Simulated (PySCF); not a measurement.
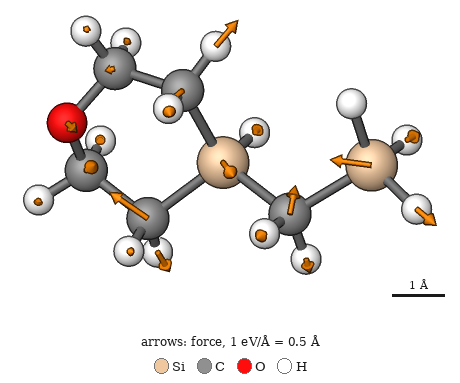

Starting geometry of C5H14OSi2 with the computed forces as orange arrows. A ball-and-stick model, seen at a tilt.

The start comes from GFN2-xTB. Its atoms were then displaced at random by about 0.01 Å.

Computed with PySCF, PBE0-D3(BJ)/def2-SVP geometry optimisation, gas phase. 

Q: What follows when this structure is relaxed?

A: It isn't relaxed: the largest force vector, on a C atom, is 1.85 eV/Å. The final displacements follow the starting forces only in part (cosine between the two patterns 0.35). After 4 geometry steps the energy has fallen by 5.28 kcal/mol. An H atom moves most after the best rigid fit: 0.11 Å. Largest moves by element: H 0.11 Å, Si 0.08 Å, C 0.06 Å, O 0.02 Å. Some distances before and after: H–Si 1.437 → 1.496 Å, C–H 1.065 → 1.102 Å, H–Si 1.464 → 1.501 Å, C–Si 1.912 → 1.881 Å. Bond angles that change, for instance: Si–C–H 113.2° → 109.0°, C–C–H 106.6° → 110.2°, Si–C–H 114.7° → 111.8°. Cost: 3.6 min on 1 thread of Intel(R) Xeon(R) Processor @ 2.50GHz, with other jobs on the host.
